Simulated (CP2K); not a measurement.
# CH3AlF2 (SMILES [CH3][Al]([F])[F]) at PM3

Aim: the vertical ionisation energy of CH3AlF2 at PM3, from 2 runs. 

Program for the calculation: CP2K 2026.2.

2 further runs of the same task are left out: 1 that didn't finish, 1 set aside as unsound or not needed.

## 1. The structure to begin with

The species is CH3AlF2 (7 atoms), meant as a singlet with charge 0. As SMILES, `[CH3][Al]([F])[F]`. The shape is that of a PBE0-D4/def2-TZVP optimisation.

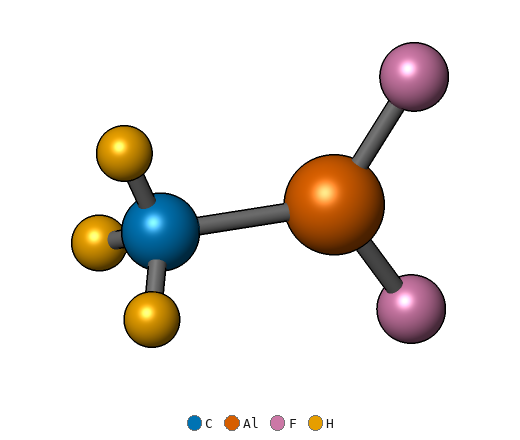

The structure, seen from a chosen angle (carbon blue, aluminium orange, fluorine pink, hydrogen amber).

## 2. A single-point energy at PM3

Contents of molecule.xyz:

```xyz
7

C     -0.253600     0.825900    -0.238700
Al     0.293100    -0.956200     0.245500
F      1.513200    -1.219500     1.315500
F     -0.423400    -2.297600    -0.378600
H     -1.075800     0.816000    -0.956100
H     -0.573400     1.384500     0.645100
H      0.581100     1.378900    -0.678200
```

Contents of gas.inp:

```
&GLOBAL
    PROJECT gas
    RUN_TYPE ENERGY
    PRINT_LEVEL MEDIUM
&END

&FORCE_EVAL
    METHOD QUICKSTEP
    &DFT
        ! Quickstep
        &QS
            METHOD PM3
            EPS_DEFAULT 1.0E-10
            &SE
                &COULOMB
                    CUTOFF [angstrom] 50
                    RC_RANGE [angstrom] 0
                &END
                &EXCHANGE
                    CUTOFF [angstrom] 50
                    RC_RANGE [angstrom] 0
                &END
            &END
        &END
        ! cluster boundary conditions
        &POISSON
            PERIODIC NONE
            POISSON_SOLVER ANALYTIC
        &END
        &SCF
            SCF_GUESS ATOMIC
            EPS_SCF 1.0E-06
            MAX_SCF 80
            ADDED_MOS 8
            &DIAGONALIZATION
                ALGORITHM STANDARD
            &END
            &MIXING
                METHOD DIRECT_P_MIXING
                ALPHA 0.4
            &END
        &END
        &PRINT
            &MOMENTS
                PERIODIC F
                REFERENCE COM
                MAX_MOMENT 1
            &END
            &MO ON
                ENERGIES T
                OCCUPATION_NUMBERS T
                NDIGITS 6
                &EACH
                    QS_SCF 0
                &END
                ADD_LAST NUMERIC
            &END
            &HIRSHFELD OFF
            &END
        &END
    &END
    &SUBSYS
        &CELL
            ABC 10.6 11.7 10.3
            PERIODIC NONE
        &END
        &TOPOLOGY
            COORD_FILE_NAME molecule.xyz
            COORD_FILE_FORMAT XYZ
            &CENTER_COORDINATES
            &END
        &END
    &END
&END
```

The run is started by

```sh
$ OMP_NUM_THREADS=1 cp2k.psmp gas.inp > gas.out
```

Output:

```text
CP2K| version string:                                       CP2K version 2026.2
[...]
 GLOBAL| Method name                                                        CP2K
[...]
 GLOBAL| Run type                                                         ENERGY
[...]
 *** WARNING in qs_environment.F:2210 :: More added MOs requested than     ***
 *** available. The full set of unoccupied MOs will be used. Use           ***
 *** 'ADDED_MOS -1' to always use all available MOs and to get rid of this ***
[...]
                             - Atoms:                                          7
[...]
                             - Spherical basis functions:                     19
[...]
 Number of electrons:                                                         24
[...]
     1 P_Mix/Diag. 0.40E+00    0.0     0.66734109       -36.6582070585 -3.67E+01
[...]
    17 DIIS/Diag.  0.15E-06    0.0     0.00000044       -40.4241541855 -5.34E-12
  *** SCF run converged in    17 steps ***
  Core-core repulsion energy [eV]:                           1122.24618426329789
  Core Hamiltonian energy [eV]:                             -1881.12537063512673
  Two-electron integral energy [eV]:                         -682.23598049234010
  Electronic energy [eV]:                                   -2222.24336088129667
  Total energy [eV]:                                        -1099.99717661799900
  Atomic reference energy [eV]:                              1091.62284942780116
  Heat of formation [kcal/mol]:                              -193.11658803012102
[...]
 SE_DIPOLE| Moment [Debye]          0.32213353      -1.12477638       0.28620248
 SE_DIPOLE| Derivative [a.u.]       0.00000000       0.00000000       0.00000000
 ENERGY| Total FORCE_EVAL ( QS ) energy [hartree]            -40.424154185490508
[...]
```

Run time: 0.22 s. Hardware: 1 thread of Arm Neoverse V2, shared host.

## 3. The doublet cation, same level

molecule.xyz is that of step 2.

Contents of gas.inp:

```
&GLOBAL
 PROJECT gas
 RUN_TYPE ENERGY
 PRINT_LEVEL MEDIUM
&END GLOBAL

&FORCE_EVAL
 METHOD QUICKSTEP
 &DFT
  CHARGE 1
  MULTIPLICITY 2
  UNRESTRICTED_KOHN_SHAM T
  ! Quickstep
  &QS
   METHOD PM3
   EPS_DEFAULT 1.0E-10
   &SE
    &COULOMB
     CUTOFF [angstrom] 50
     RC_RANGE [angstrom] 0
    &END COULOMB
    &EXCHANGE
     CUTOFF [angstrom] 50
     RC_RANGE [angstrom] 0
    &END EXCHANGE
   &END SE
  &END QS
  &POISSON
   PERIODIC NONE
   POISSON_SOLVER ANALYTIC
  &END POISSON
  &SCF
   SCF_GUESS ATOMIC
   EPS_SCF 1.0E-06
   MAX_SCF 80
   ADDED_MOS 8
   &DIAGONALIZATION
    ALGORITHM STANDARD
   &END DIAGONALIZATION
   &MIXING
    METHOD DIRECT_P_MIXING
    ALPHA 0.4
   &END MIXING
  &END SCF
  ! extra output
  &PRINT
   &MOMENTS
    PERIODIC F
    REFERENCE COM
    MAX_MOMENT 1
   &END MOMENTS
   &MO ON
    ENERGIES T
    OCCUPATION_NUMBERS T
    NDIGITS 6
    &EACH
     QS_SCF 0
    &END EACH
    ADD_LAST NUMERIC
   &END MO
   &HIRSHFELD OFF
   &END HIRSHFELD
  &END PRINT
 &END DFT
 ! structure
 &SUBSYS
  &CELL
   ABC [angstrom] 10.6 11.7 10.3
   PERIODIC NONE
  &END CELL
  &TOPOLOGY
   COORD_FILE_NAME molecule.xyz
   COORD_FILE_FORMAT XYZ
   &CENTER_COORDINATES
   &END CENTER_COORDINATES
  &END TOPOLOGY
 &END SUBSYS
&END FORCE_EVAL
```

The run is started by

```sh
$ OMP_NUM_THREADS=1 cp2k.psmp gas.inp > gas.out
```

Output:

```text
CP2K| version string:                                       CP2K version 2026.2
[...]
 GLOBAL| Method name                                                        CP2K
[...]
 GLOBAL| Run type                                                         ENERGY
[...]
 *** WARNING in qs_environment.F:2210 :: More added MOs requested than     ***
 *** available. The full set of unoccupied MOs will be used. Use           ***
 *** 'ADDED_MOS -1' to always use all available MOs and to get rid of this ***
[...]
                             - Atoms:                                          7
[...]
                             - Spherical basis functions:                     19
[...]
 Number of electrons:                                                         12
[...]
     1 P_Mix/Diag. 0.40E+00    0.0     0.39985473       -36.1651536542 -3.62E+01
[...]
    20 DIIS/Diag.  0.19E-06    0.0     0.00000046       -40.0425936441 -5.86E-12
  *** SCF run converged in    20 steps ***
  Core-core repulsion energy [eV]:                           1122.24618426329789
  Core Hamiltonian energy [eV]:                             -1842.56786475646800
  Two-electron integral energy [eV]:                         -738.58541153459646
  Electronic energy [eV]:                                   -2211.86057052376600
  Total energy [eV]:                                        -1089.61438626046856
  Atomic reference energy [eV]:                              1091.62284942780116
  Heat of formation [kcal/mol]:                                46.31626460851130
[...]
 SE_DIPOLE| Moment [Debye]          1.88340404      -6.13079060       1.66865525
 SE_DIPOLE| Derivative [a.u.]       0.00000000       0.00000000       0.00000000
 ENERGY| Total FORCE_EVAL ( QS ) energy [hartree]            -40.042593644054506
[...]
```

It took 0.22 s on 1 thread of Arm Neoverse V2, shared host.

## 4. What came out

At PM3:

```
                                          quantity            value
                     singlet CH3AlF2: total energy     -40.42415 Eh
                    singlet CH3AlF2: dipole moment           1.20 D
                      singlet CH3AlF2: HOMO energy        -10.66 eV
                      singlet CH3AlF2: LUMO energy         -1.89 eV
                    singlet CH3AlF2: HOMO–LUMO gap          8.77 eV
                singlet CH3AlF2: heat of formation  -193.1 kcal/mol
                      doublet cation: total energy     -40.04259 Eh
doublet cation: HOMO energy (highest over α and β)        -19.05 eV
 doublet cation: LUMO energy (lowest over α and β)        -10.13 eV
                 doublet cation: heat of formation    46.3 kcal/mol
vertical ionisation energy (to the doublet cation)        10.383 eV
```

**Reading.** Removing an electron at fixed nuclei costs 10.38 eV (239 kcal/mol).
